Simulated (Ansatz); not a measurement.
# Nudged elastic band of C$_{2}$H$_{4}$BIn (part 1 of 2)

- system: C$_{2}$H$_{4}$BIn
- method: RKS B3LYP-D4/def2-mTZVP (Ansatz 0.2.0)

The run did not end well. It belongs to a series of runs on one base structure; here: band between the two ends.

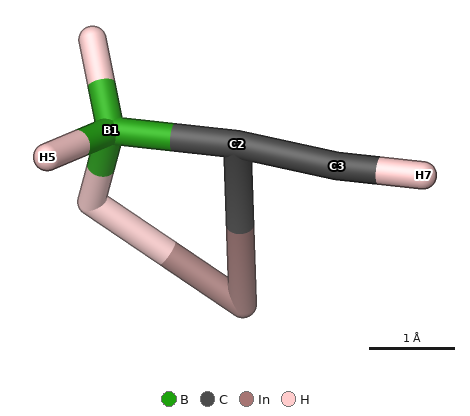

**Figure 1.** The structure as given in the input (stick view, seen at a tilt; atoms are numbered from 1 in the order of the input). Sticks mark near contacts. Bond lengths as drawn: B–C 1.57 Å, B–H 1.20 to 1.28 Å, C–C 1.22 Å, C–H 1.06 Å, C–In 2.64 Å and H–In 2.22 Å.

Input:
```yaml
crystal:
  periodic: [false, false, false]
  atoms:
    - { symbol: B, position_ang: [-0.387011, 0.982769, -0.340256] }
    - { symbol: C, position_ang: [0.649795, -0.075006, 0.173902] }
    - { symbol: C, position_ang: [1.322489, -1.014924, 0.572155] }
    - { symbol: In, position_ang: [-1.385255, -1.758228, 0.11298] }
    - { symbol: H, position_ang: [-0.593311, 1.844513, 0.473901] }
    - { symbol: H, position_ang: [-0.123721, 1.371797, -1.447831] }
    - { symbol: H, position_ang: [2.028097, -1.731185, 0.92256] }
    - { symbol: H, position_ang: [-1.511093, 0.380263, -0.46741] }
basis:
  gaussian: { orbitals: def2-mTZVP }
hamiltonian:
  xc: b3lyp
  dispersion: d4
neb:
  order_check: false
  images: 7
  f_tol: 0.03
  max_iterations: 60
  optimiser: lbfgs
  climbing: true
  final_atoms:
    - { symbol: B, position_ang: [-0.7403711, 0.85178606, -0.54304208] }
    - { symbol: C, position_ang: [0.41895922, 0.43874711, 0.35451076] }
    - { symbol: C, position_ang: [0.72124354, -0.87636692, 0.53008617] }
    - { symbol: In, position_ang: [-0.52324923, -2.48416717, -0.57174042] }
    - { symbol: H, position_ang: [1.01021647, 1.202741, 0.8690966] }
    - { symbol: H, position_ang: [-1.37266342, -0.00864942, -1.10465474] }
    - { symbol: H, position_ang: [1.56146659, -1.10321048, 1.19715042] }
    - { symbol: H, position_ang: [-1.07561207, 1.97911882, -0.73140572] }
  initial_path:
    images:
      - { positions_ang: [[-0.387011, 0.982769, -0.340256], [0.649795, -0.075006, 0.173902], [1.322489, -1.014924, 0.572155], [-1.385255, -1.758228, 0.11298], [-0.593311, 1.844513, 0.473901], [-0.123721, 1.371797, -1.447831], [2.028097, -1.731185, 0.92256], [-1.511093, 0.380263, -0.46741]] }
      - { positions_ang: [[-0.44335905, 0.99208778, -0.35441846], [0.6025425, -0.05562709, 0.16505108], [1.28276111, -0.98021134, 0.58252362], [-1.36910233, -1.78153859, 0.09230366], [-0.36631692, 1.70667753, 0.49894948], [-0.16307468, 1.40395856, -1.44457224], [2.00868646, -1.65294894, 0.96116736], [-1.5521471, 0.36760108, -0.5010035]] }
      - { positions_ang: [[-0.49970709, 1.00140657, -0.36858091], [0.55529, -0.03624818, 0.15620016], [1.24303323, -0.94549868, 0.59289224], [-1.35294967, -1.80484918, 0.07162733], [-0.13932284, 1.56884206, 0.52399795], [-0.20242835, 1.43612012, -1.44131348], [1.98927593, -1.57471287, 0.99977471], [-1.59320121, 0.35493917, -0.534597]] }
      - { positions_ang: [[-0.55605514, 1.01072535, -0.38274337], [0.5080375, -0.01686926, 0.14734924], [1.20330534, -0.91078602, 0.60326086], [-1.336797, -1.82815977, 0.05095099], [0.08767124, 1.43100659, 0.54904643], [-0.24178203, 1.46828168, -1.43805472], [1.96986539, -1.49647681, 1.03838207], [-1.63425531, 0.34227725, -0.56819051]] }
      - { positions_ang: [[-0.61240319, 1.02004413, -0.39690583], [0.460785, 0.00250965, 0.13849832], [1.16357745, -0.87607336, 0.61362949], [-1.32064433, -1.85147036, 0.03027466], [0.31466533, 1.29317112, 0.5740949], [-0.28113571, 1.50044324, -1.43479596], [1.95045486, -1.41824075, 1.07698943], [-1.67530942, 0.32961533, -0.60178401]] }
      - { positions_ang: [[-0.64439517, 0.97797961, -0.43343989], [0.45032856, 0.11156901, 0.19250143], [1.05299398, -0.87614675, 0.59274366], [-1.12129555, -2.00964457, -0.12022911], [0.48855311, 1.27056359, 0.64784533], [-0.55401763, 1.12317008, -1.35226066], [1.85320779, -1.33948318, 1.10702968], [-1.52538508, 0.7419912, -0.63418944]] }
      - { positions_ang: [[-0.67638715, 0.9359151, -0.46997395], [0.43987211, 0.22062838, 0.24650454], [0.9424105, -0.87622014, 0.57185783], [-0.92194678, -2.16781877, -0.27073288], [0.6624409, 1.24795606, 0.72159575], [-0.82689956, 0.74589691, -1.26972535], [1.75596072, -1.26072561, 1.13706992], [-1.37546075, 1.15436708, -0.66659487]] }
      - { positions_ang: [[-0.70837912, 0.89385058, -0.50650801], [0.42941567, 0.32968774, 0.30050765], [0.83182702, -0.87629353, 0.550972], [-0.722598, -2.32599297, -0.42123665], [0.83632868, 1.22534853, 0.79534618], [-1.09978149, 0.36862375, -1.18719004], [1.65871366, -1.18196804, 1.16711017], [-1.22553641, 1.56674295, -0.6990003]] }
      - { positions_ang: [[-0.7403711, 0.85178606, -0.54304208], [0.41895922, 0.43874711, 0.35451076], [0.72124354, -0.87636692, 0.53008617], [-0.52324923, -2.48416717, -0.57174042], [1.01021647, 1.202741, 0.8690966], [-1.37266342, -0.00864942, -1.10465474], [1.56146659, -1.10321048, 1.19715042], [-1.07561207, 1.97911882, -0.73140572]] }
```

Run as:
```bash
ansatz run input.yaml --threads 2 --pin off --max-ram 3072MiB --backend cpu --events-out ev --progress --plain --runs-dir out
```

Output:
```
Engine: ansatz 0.2.0, x86_64-unknown-linux-gnu
Functional definition: B3LYP
  parameter a0 = 0.2
  parameter ax = 0.72
  parameter ac = 0.81
  exchange = (1 - a0 - ax)*slater_x + ax*b88_x + a0*exact_x
  correlation = (1 - ac)*vwn_rpa_c + ac*lyp_c
1175 factors; integrals over basis functions are off by at most 7.3e-4 eV
mean field evaluation 1: about -7981.6752 eV, gradient 5.6e1 eV
mean field evaluation 2: about -7926.3359 eV, gradient 1.2e2 eV
mean field evaluation 4: about -7989.9130 eV, gradient 2.1e1 eV
mean field evaluation 8: about -7991.1170 eV, gradient 3.9e-1 eV
mean field evaluation 16: about -7991.1174 eV, gradient 3.1e-5 eV
mean field -7991.11743749 eV, -293.6681492537 hartree, gradient 3.1e-5 eV, S^2 0.000000; 0 other end points of the search recorded, 0 dependent functions left out
the calculation of the forces begins
reference -7991.11770113 eV, -293.6681589425 hartree; 21, 21 occupied and 84, 84 virtual orbitals, 1175 factors
1175 factors; integrals over basis functions are off by at most 8.0e-4 eV
mean field evaluation 32: about -7990.9131 eV, gradient 7.4e-5 eV
mean field -7990.91306035 eV, -293.6606385326 hartree, gradient 7.4e-5 eV, S^2 0.000000; 0 other end points of the search recorded, 0 dependent functions left out
[... from here on the field's lines of each further geometry are left out, up to the last ...]
NEB iter   1: max|band force component| = 3.368e1 eV/Å  barrier→ = 12.0820 eV  barrier← = 11.8845 eV  Δτ_max = 0.2000 Å  (255 SCF iters)
NEB iter   2: max|band force component| = 6.591e0 eV/Å  barrier→ = 5.1208 eV  barrier← = 4.9233 eV  Δτ_max = 0.0411 Å  (233 SCF iters)
NEB iter   3: max|band force component| = 4.247e0 eV/Å  barrier→ = 4.3751 eV  barrier← = 4.1777 eV  Δτ_max = 0.1456 Å  (232 SCF iters)
NEB iter   4: max|band force component| = 3.671e0 eV/Å  barrier→ = 2.8570 eV  barrier← = 2.6595 eV  Δτ_max = 0.2000 Å  (223 SCF iters)
NEB iter   5: max|band force component| = 4.696e0 eV/Å  barrier→ = 2.5609 eV  barrier← = 2.3635 eV  Δτ_max = 0.0974 Å  (220 SCF iters)
NEB iter   6: max|band force component| = 6.287e0 eV/Å  barrier→ = 2.3907 eV  barrier← = 2.1932 eV  Δτ_max = 0.1242 Å  (220 SCF iters)
NEB iter   7: max|band force component| = 5.795e0 eV/Å  barrier→ = 2.5038 eV  barrier← = 2.3064 eV  Δτ_max = 0.0422 Å  (220 SCF iters)
NEB iter   8: max|band force component| = 2.863e0 eV/Å  barrier→ = 1.9426 eV  barrier← = 1.7451 eV  Δτ_max = 0.0469 Å  (203 SCF iters)
NEB iter   9: max|band force component| = 1.535e0 eV/Å  barrier→ = 1.7234 eV  barrier← = 1.5259 eV  Δτ_max = 0.0724 Å  (210 SCF iters)
NEB iter  10: max|band force component| = 3.063e0 eV/Å  barrier→ = 1.5799 eV  barrier← = 1.3825 eV  Δτ_max = 0.0580 Å  (221 SCF iters)
NEB iter  11: max|band force component| = 2.945e0 eV/Å  barrier→ = 1.5019 eV  barrier← = 1.3044 eV  Δτ_max = 0.0178 Å  (228 SCF iters)
NEB iter  12: max|band force component| = 1.324e0 eV/Å  barrier→ = 1.4056 eV  barrier← = 1.2081 eV  Δτ_max = 0.0188 Å  (194 SCF iters)
NEB iter  13: max|band force component| = 1.110e0 eV/Å  barrier→ = 1.3337 eV  barrier← = 1.1362 eV  Δτ_max = 0.0725 Å  (199 SCF iters)
NEB iter  14: max|band force component| = 2.140e0 eV/Å  barrier→ = 1.1823 eV  barrier← = 0.9848 eV  Δτ_max = 0.0467 Å  (218 SCF iters)
NEB iter  15: max|band force component| = 4.107e0 eV/Å  barrier→ = 1.2078 eV  barrier← = 1.0103 eV  Δτ_max = 0.0276 Å  (209 SCF iters)
NEB iter  16: max|band force component| = 8.511e-1 eV/Å  barrier→ = 1.1399 eV  barrier← = 0.9424 eV  Δτ_max = 0.0070 Å  (205 SCF iters)
NEB iter  17: max|band force component| = 8.270e-1 eV/Å  barrier→ = 1.1270 eV  barrier← = 0.9296 eV  Δτ_max = 0.0490 Å  (176 SCF iters)
NEB iter  18: max|band force component| = 1.755e0 eV/Å  barrier→ = 1.0588 eV  barrier← = 0.8613 eV  Δτ_max = 0.0388 Å  (217 SCF iters)
NEB iter  19: max|band force component| = 3.587e0 eV/Å  barrier→ = 1.1214 eV  barrier← = 0.9239 eV  Δτ_max = 0.0231 Å  (206 SCF iters)
NEB iter  20: max|band force component| = 7.058e-1 eV/Å  barrier→ = 1.0357 eV  barrier← = 0.8382 eV  Δτ_max = 0.0056 Å  (190 SCF iters)
NEB iter  21: max|band force component| = 6.346e-1 eV/Å  barrier→ = 1.0341 eV  barrier← = 0.8366 eV  Δτ_max = 0.0468 Å  (168 SCF iters)
NEB iter  22: max|band force component| = 1.805e0 eV/Å  barrier→ = 1.0581 eV  barrier← = 0.8606 eV  Δτ_max = 0.0411 Å  (210 SCF iters)
NEB iter  23: max|band force component| = 3.801e0 eV/Å  barrier→ = 1.1001 eV  barrier← = 0.9026 eV  Δτ_max = 0.0250 Å  (205 SCF iters)
NEB iter  24: max|band force component| = 6.046e-1 eV/Å  barrier→ = 1.0411 eV  barrier← = 0.8437 eV  Δτ_max = 0.0043 Å  (188 SCF iters)
NEB iter  25: max|band force component| = 5.300e-1 eV/Å  barrier→ = 1.0409 eV  barrier← = 0.8434 eV  Δτ_max = 0.0393 Å  (164 SCF iters)
NEB iter  26: max|band force component| = 1.849e0 eV/Å  barrier→ = 1.0563 eV  barrier← = 0.8588 eV  Δτ_max = 0.0419 Å  (209 SCF iters)
NEB iter  27: max|band force component| = 3.967e0 eV/Å  barrier→ = 1.0759 eV  barrier← = 0.8784 eV  Δτ_max = 0.0258 Å  (190 SCF iters)
NEB iter  28: max|band force component| = 6.729e-1 eV/Å  barrier→ = 1.0477 eV  barrier← = 0.8503 eV  Δτ_max = 0.0040 Å  (180 SCF iters)
NEB iter  29: max|band force component| = 5.292e-1 eV/Å  barrier→ = 1.0480 eV  barrier← = 0.8506 eV  Δτ_max = 0.0321 Å  (165 SCF iters)
NEB iter  30: max|band force component| = 1.740e0 eV/Å  barrier→ = 1.0545 eV  barrier← = 0.8570 eV  Δτ_max = 0.0401 Å  (210 SCF iters)
NEB iter  31: max|band force component| = 3.739e0 eV/Å  barrier→ = 1.0593 eV  barrier← = 0.8618 eV  Δτ_max = 0.0242 Å  (189 SCF iters)
NEB iter  32: max|band force component| = 6.536e-1 eV/Å  barrier→ = 1.0526 eV  barrier← = 0.8552 eV  Δτ_max = 0.0037 Å  (179 SCF iters)
NEB iter  33: max|band force component| = 5.545e-1 eV/Å  barrier→ = 1.0530 eV  barrier← = 0.8555 eV  CI = image 4  Δτ_max = 0.0101 Å  (161 SCF iters)
NEB iter  34: max|band force component| = 5.176e-1 eV/Å  barrier→ = 1.0597 eV  barrier← = 0.8622 eV  CI = image 4  Δτ_max = 0.2000 Å  (171 SCF iters)
NEB iter  35: max|band force component| = 7.584e-1 eV/Å  barrier→ = 1.0425 eV  barrier← = 0.8450 eV  CI = image 4  Δτ_max = 0.0135 Å  (218 SCF iters)
NEB iter  36: max|band force component| = 8.615e-1 eV/Å  barrier→ = 1.0317 eV  barrier← = 0.8343 eV  CI = image 4  Δτ_max = 0.0150 Å  (201 SCF iters)
NEB iter  37: max|band force component| = 1.177e0 eV/Å  barrier→ = 1.0262 eV  barrier← = 0.8287 eV  CI = image 4  Δτ_max = 0.0255 Å  (188 SCF iters)
NEB iter  38: max|band force component| = 2.635e0 eV/Å  barrier→ = 1.0234 eV  barrier← = 0.8260 eV  CI = image 4  Δτ_max = 0.0143 Å  (182 SCF iters)
NEB iter  39: max|band force component| = 7.499e-1 eV/Å  barrier→ = 1.0175 eV  barrier← = 0.8200 eV  CI = image 4  Δτ_max = 0.0052 Å  (165 SCF iters)
NEB iter  40: max|band force component| = 4.958e-1 eV/Å  barrier→ = 1.0148 eV  barrier← = 0.8173 eV  CI = image 4  Δτ_max = 0.0299 Å  (164 SCF iters)
NEB iter  41: max|band force component| = 1.318e0 eV/Å  barrier→ = 1.0040 eV  barrier← = 0.8065 eV  CI = image 4  Δτ_max = 0.0307 Å  (208 SCF iters)
NEB iter  42: max|band force component| = 2.872e0 eV/Å  barrier→ = 1.0024 eV  barrier← = 0.8050 eV  CI = image 4  Δτ_max = 0.0183 Å  (175 SCF iters)
NEB iter  43: max|band force component| = 5.074e-1 eV/Å  barrier→ = 1.0023 eV  barrier← = 0.8049 eV  CI = image 4  Δτ_max = 0.0028 Å  (164 SCF iters)
NEB iter  44: max|band force component| = 2.799e-1 eV/Å  barrier→ = 1.0016 eV  barrier← = 0.8042 eV  CI = image 4  Δτ_max = 0.0253 Å  (159 SCF iters)
NEB iter  45: max|band force component| = 1.206e0 eV/Å  barrier→ = 0.9956 eV  barrier← = 0.7981 eV  CI = image 4  Δτ_max = 0.0278 Å  (205 SCF iters)
NEB iter  46: max|band force component| = 2.582e0 eV/Å  barrier→ = 0.9945 eV  barrier← = 0.7971 eV  CI = image 4  Δτ_max = 0.0168 Å  (173 SCF iters)
NEB iter  47: max|band force component| = 4.039e-1 eV/Å  barrier→ = 0.9948 eV  barrier← = 0.7973 eV  CI = image 4  Δτ_max = 0.0021 Å  (154 SCF iters)
NEB iter  48: max|band force component| = 2.436e-1 eV/Å  barrier→ = 0.9943 eV  barrier← = 0.7969 eV  CI = image 4  Δτ_max = 0.0234 Å  (152 SCF iters)
NEB iter  49: max|band force component| = 1.069e0 eV/Å  barrier→ = 0.9899 eV  barrier← = 0.7924 eV  CI = image 4  Δτ_max = 0.0243 Å  (208 SCF iters)
NEB iter  50: max|band force component| = 2.218e0 eV/Å  barrier→ = 0.9891 eV  barrier← = 0.7916 eV  CI = image 4  Δτ_max = 0.0146 Å  (175 SCF iters)
NEB iter  51: max|band force component| = 3.172e-1 eV/Å  barrier→ = 0.9892 eV  barrier← = 0.7918 eV  CI = image 4  Δτ_max = 0.0018 Å  (156 SCF iters)
NEB iter  52: max|band force component| = 2.148e-1 eV/Å  barrier→ = 0.9889 eV  barrier← = 0.7914 eV  CI = image 4  Δτ_max = 0.0230 Å  (151 SCF iters)
NEB iter  53: max|band force component| = 9.647e-1 eV/Å  barrier→ = 0.9845 eV  barrier← = 0.7871 eV  CI = image 4  Δτ_max = 0.0222 Å  (208 SCF iters)
NEB iter  54: max|band force component| = 2.066e0 eV/Å  barrier→ = 0.9837 eV  barrier← = 0.7862 eV  CI = image 4  Δτ_max = 0.0135 Å  (173 SCF iters)
NEB iter  55: max|band force component| = 2.932e-1 eV/Å  barrier→ = 0.9839 eV  barrier← = 0.7864 eV  CI = image 4  Δτ_max = 0.0015 Å  (156 SCF iters)
NEB iter  56: max|band force component| = 1.861e-1 eV/Å  barrier→ = 0.9835 eV  barrier← = 0.7861 eV  CI = image 4  Δτ_max = 0.0185 Å  (149 SCF iters)
NEB iter  57: max|band force component| = 8.344e-1 eV/Å  barrier→ = 0.9794 eV  barrier← = 0.7819 eV  CI = image 4  Δτ_max = 0.0187 Å  (194 SCF iters)
NEB iter  58: max|band force component| = 1.682e0 eV/Å  barrier→ = 0.9785 eV  barrier← = 0.7810 eV  CI = image 4  Δτ_max = 0.0110 Å  (178 SCF iters)
NEB iter  59: max|band force component| = 2.406e-1 eV/Å  barrier→ = 0.9787 eV  barrier← = 0.7812 eV  CI = image 4  Δτ_max = 0.0014 Å  (153 SCF iters)
the calculation of the forces begins
reference -7990.48251312 eV, -293.6448162138 hartree; 21, 21 occupied and 84, 84 virtual orbitals, 1175 factors
these checks for a lower state are left out or cut short: starts, cluster_reference, orbital_swaps, neighbouring_geometries, increment
1175 factors; integrals over basis functions are off by at most 9.1e-4 eV
mean field -7990.76241286 eV, -293.6551023392 hartree, gradient 2.8e-5 eV, S^2 0.000000; 0 other end points of the search recorded, 0 dependent functions left out
the calculation of the forces begins
reference -7990.76267944 eV, -293.6551121360 hartree; 21, 21 occupied and 84, 84 virtual orbitals, 1175 factors
NEB iter  60: max|band force component| = 1.672e-1 eV/Å  barrier→ = 0.9783 eV  barrier← = 0.7808 eV  CI = image 4  Δτ_max = 0.0161 Å  (150 SCF iters)
```
